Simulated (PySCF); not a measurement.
SMILES CO[SiH2]O[SiH3] at its GFN2-xTB optimised geometry (Å):

```
13

C      2.9335    -0.3193     0.0000
O      1.5400    -0.3193     0.0000
Si     0.5408     0.9539     0.0000
O     -0.9452     0.3396     0.0145
Si    -2.0928    -0.8021    -0.0083
H      3.3229     0.1660     0.8985
H      3.3245     0.2076    -0.8739
H      3.2722    -1.3558    -0.0240
H      0.6709     1.7401    -1.2251
H      0.6799     1.7520     1.2162
H     -2.0613    -1.4657    -1.3112
H     -3.3245    -0.0420     0.1956
H     -1.8447    -1.7520     1.0751
```

Computed with PBE/def2-TZVP (PySCF 2.14.0). Cells within 0.4 Å of a nucleus heavier than hydrogen are left out (blank, or x).

Map of the Laplacian of the electron density (e/bohr⁵), clipped to [-1.50, 1.50] on the plane z = 0.0 Å:

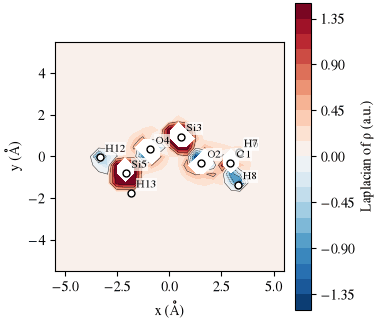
Figure: Laplacian of the electron density (e/bohr⁵), clipped to [-1.50, 1.50] on the plane z = 0.0 Å.
